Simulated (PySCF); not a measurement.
# CH5Ga (SMILES [CH3][GaH2]): MP2/ccECP-cc-pVDZ (core potential)

Aim: the vertical ionisation energy of CH5Ga at MP2/ccECP-cc-pVDZ (core potential), from 2 runs. 

Program for the calculation: PySCF 2.14.0.

## (1) The system as given

CH5Ga has 7 atoms, charge 0, and is taken as a singlet. SMILES: `[CH3][GaH2]`. Geometry: relaxed at PBE0-D4/def2-TZVP.

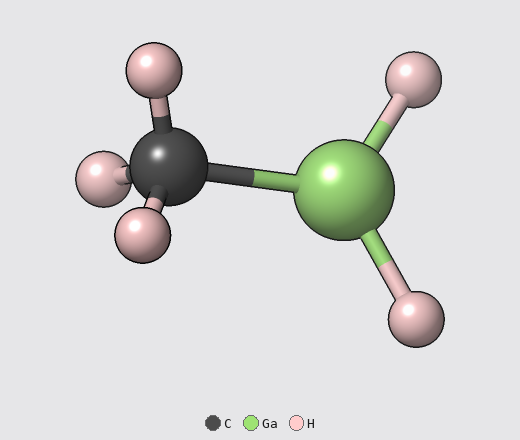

Viewed from a chosen angle; carbon dark grey, gallium green, hydrogen pink.

## (2) A single-point energy at MP2/ccECP-cc-pVDZ (core potential)

job.py

```python
# [CH3][GaH2]
from pyscf import gto, mp

molecule = gto.Mole()
molecule.atom = '''
C       -0.632400      -0.456000      -0.459400
Ga       0.757000       0.507000       0.544700
H       -1.177800       0.260300      -1.083600
H       -0.216500      -1.221000      -1.115900
H       -1.362100      -0.913700       0.211700
H        0.374300       1.328300       1.832400
H        2.257500       0.495000       0.070100
'''
molecule.max_memory = 1860
molecule.ecp = 'ccecp'
molecule.basis = 'ccecp-cc-pvdz'
molecule.verbose = 3
molecule.spin = 0
molecule.build()

mf = molecule.RHF()
mf.conv_tol = 1e-10
mf.kernel()
if not mf.converged:
    mf = mf.newton().run(mf.mo_coeff, mf.mo_occ)

pt = mp.MP2(mf).run()
energy = pt.e_tot
print('E(%s) = %.9f' % ('MP2', energy))
```

The run is started by

```bash
$ OMP_NUM_THREADS=1 python job.py
```

What it wrote:

```text
converged SCF energy = -10.4020028336674
E(RMP2) = -10.6179011393974  E_corr = -0.215898305730027
E(SCS-RMP2) = -10.6288024930381  E_corr = -0.226799659370688
E(MP2) = -10.617901139
```

It took 1.9 s on 1 thread of Arm Neoverse V1, shared host; peak memory 0.13 GiB.

## (3) The doublet cation

geometry.xyz

```xyz
7
CH5Ga
C     -0.632400    -0.456000    -0.459400
Ga     0.757000     0.507000     0.544700
H     -1.177800     0.260300    -1.083600
H     -0.216500    -1.221000    -1.115900
H     -1.362100    -0.913700     0.211700
H      0.374300     1.328300     1.832400
H      2.257500     0.495000     0.070100
```

job.py

```python
from pyscf import gto, scf, mp

molecule = gto.M(
    atom='geometry.xyz',
    charge=1,
    spin=1,
    basis='ccecp-cc-pvdz',
    ecp='ccecp',
    verbose=4,
    max_memory=1860,
)

calc0 = scf.UHF(molecule)
calc0.conv_tol = 1e-10
calc0.kernel()
if not calc0.converged:
    calc0 = calc0.newton().run(calc0.mo_coeff, calc0.mo_occ)

pt = mp.MP2(calc0).run()
energy = pt.e_tot
print('Final energy', energy)
```

The run is started by

```bash
$ OMP_NUM_THREADS=1 python job.py
```

What it wrote:

```text
PySCF version 2.14.0

[INPUT] num. atoms = 7
[INPUT] num. electrons = 11
[INPUT] charge = 1
[INPUT] spin (= nelec alpha-beta = 2S) = 1
[INPUT] symmetry False subgroup None
[INPUT] Mole.unit = angstrom
[INPUT] Symbol           X                Y                Z      unit          X                Y                Z       unit  Magmom
[INPUT]  1 C     -0.632400000000  -0.456000000000  -0.459400000000 AA   -1.195062801175  -0.861715112802  -0.868140181625 Bohr   0.0
[INPUT]  2 Ga     0.757000000000   0.507000000000   0.544700000000 AA    1.430522676296   0.958091145154   1.029333820051 Bohr   0.0
[INPUT]  3 H     -1.177800000000   0.260300000000  -1.083600000000 AA   -2.225719429513   0.491895710224  -2.047707228579 Bohr   0.0
[INPUT]  4 H     -0.216500000000  -1.221000000000  -1.115900000000 AA   -0.409125705968  -2.307355598094  -2.108745382402 Bohr   0.0
[INPUT]  5 H     -1.362100000000  -0.913700000000   0.211700000000 AA   -2.573995954270  -1.726642760015   0.400055020570 Bohr   0.0
[INPUT]  6 H      0.374300000000   1.328300000000   1.832400000000 AA    0.707324488425   2.510123211260   3.462734150653 Bohr   0.0
[INPUT]  7 H      2.257500000000   0.495000000000   0.070100000000 AA    4.266056726206   0.935414431660   0.132469801332 Bohr   0.0

nuclear repulsion = 16.2750469642542
number of shells = 25
number of NR pGTOs = 150
number of NR cGTOs = 51
basis = ccecp-cc-pvdz
ecp = ccecp

******** <class 'pyscf.scf.uhf.UHF'> ********
method = UHF
initial guess = minao
damping factor = 0
level_shift factor = 0
DIIS = <class 'pyscf.scf.diis.CDIIS'>
diis_start_cycle = 1
diis_space = 8
diis_damp = 0
SCF conv_tol = 1e-10
SCF conv_tol_grad = None
SCF max_cycles = 50
direct_scf = True
direct_scf_tol = 1e-13
number electrons alpha = 6  beta = 5
Set gradient conv threshold to 1e-05
init E= -9.8887105848584
[... the frontier-level lines of each cycle are left out ...]

cycle= 1 E= -10.0012841772896  delta_E= -0.113  |g|= 0.215  |ddm|= 2.65
cycle= 2 E= -10.0462599031102  delta_E= -0.045  |g|= 0.0712  |ddm|= 0.916
cycle= 3 E= -10.051473563793  delta_E= -0.00521  |g|= 0.0282  |ddm|= 0.233
cycle= 4 E= -10.0526372731236  delta_E= -0.00116  |g|= 0.0096  |ddm|= 0.11
cycle= 5 E= -10.0528735170542  delta_E= -0.000236  |g|= 0.00308  |ddm|= 0.0527
cycle= 6 E= -10.0528977465501  delta_E= -2.42e-05  |g|= 0.00137  |ddm|= 0.0179
cycle= 7 E= -10.0529027833452  delta_E= -5.04e-06  |g|= 0.00056  |ddm|= 0.00819
cycle= 8 E= -10.0529037092005  delta_E= -9.26e-07  |g|= 0.000171  |ddm|= 0.00414
cycle= 9 E= -10.0529038106073  delta_E= -1.01e-07  |g|= 7.19e-05  |ddm|= 0.00161
cycle= 10 E= -10.0529038336856  delta_E= -2.31e-08  |g|= 5.09e-05  |ddm|= 0.000583
cycle= 11 E= -10.0529038541775  delta_E= -2.05e-08  |g|= 3.68e-05  |ddm|= 0.000637
cycle= 12 E= -10.052903869263  delta_E= -1.51e-08  |g|= 2.7e-05  |ddm|= 0.000649
cycle= 13 E= -10.0529038794194  delta_E= -1.02e-08  |g|= 1.77e-05  |ddm|= 0.000644
cycle= 14 E= -10.0529038850274  delta_E= -5.61e-09  |g|= 5.97e-06  |ddm|= 0.000728
cycle= 15 E= -10.052903885422  delta_E= -3.95e-10  |g|= 1.74e-06  |ddm|= 0.000206
cycle= 16 E= -10.0529038854336  delta_E= -1.17e-11  |g|= 8.26e-07  |ddm|= 2.38e-05
Extra cycle  E= -10.0529038854351  delta_E= -1.45e-12  |g|= 5.83e-07  |ddm|= 2.54e-06
converged SCF energy = -10.0529038854351  <S^2> = 0.76760348  2S+1 = 2.0175267

******** <class 'pyscf.mp.ump2.UMP2'> ********
nocc = (np.int64(6), np.int64(5)), nmo = (51, 51)
E(UMP2) = -10.237053817798  E_corr = -0.184149932362916
E(SCS-UMP2) = -10.2489284808419  E_corr = -0.19602459540681
E_corr(same-spin) = -0.0287946039561798
E_corr(oppo-spin) = -0.155355328406736
Final energy -10.237053817797994
```

It took 2.1 s on 1 thread of Arm Neoverse V1, shared host; peak memory 0.13 GiB.

## (4) Summary of results

At MP2/ccECP-cc-pVDZ (core potential):

```
                                                                  quantity         value
                                               singlet CH5Ga: total energy  -10.61790 Eh
                       singlet CH5Ga: dipole moment (Hartree–Fock density)        0.60 D
                        singlet CH5Ga: HOMO energy (Hartree–Fock orbitals)     -10.84 eV
                        singlet CH5Ga: LUMO energy (Hartree–Fock orbitals)       1.35 eV
                      singlet CH5Ga: HOMO–LUMO gap (Hartree–Fock orbitals)      12.20 eV
                                         singlet CH5Ga: correlation energy    -215.9 mEh
                                              doublet cation: total energy  -10.23705 Eh
doublet cation: HOMO energy (Hartree–Fock orbitals) (highest over α and β)     -16.81 eV
 doublet cation: LUMO energy (Hartree–Fock orbitals) (lowest over α and β)      -8.30 eV
                                        doublet cation: correlation energy    -184.1 mEh
                         doublet cation: ⟨S²⟩ of the reference determinant         0.768
                        vertical ionisation energy (to the doublet cation)     10.363 eV
```

In words: Removing an electron at fixed nuclei costs 10.36 eV (239 kcal/mol).
